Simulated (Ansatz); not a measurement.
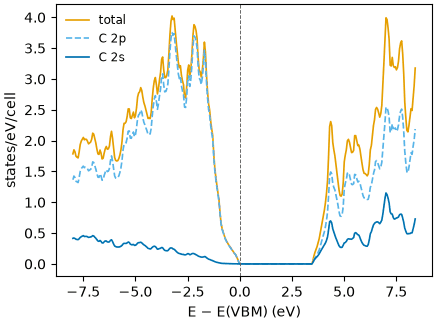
Total and projected density of states of C in space group R-3 (No. 148; C on 18f, C on 6c), PBE (plane waves, PAW; program Ansatz)

### Question
Which orbitals carry the states next to the gap?

### Answer
Top 1 eV of the valence band: C 2p 98 %. Bottom 1 eV of the conduction band: C 2p 62 %, C 2s 33 %. Projections are on Löwdin-orthogonalised atomic valence shells; empty p or d shells of many metals are not among them.

### Question
Where is the tallest occupied peak in this window, and what makes it?

### Answer
Near -3.2 eV, about 4.0 states/eV per cell; the largest projected share is C 2p.

The start of the workflow was typed in or built on a structure type; neither database checked (COD, Materials Project) lists it. It is not the phase usual at ambient conditions (space group No. 194, 227). The PBE relaxation kept the symmetry of its start; whether a distortion lowers the energy is not shown. The volume moved by -17 % from the start of the relaxation.

Potentials: the earlier of the program's two PAW sets.
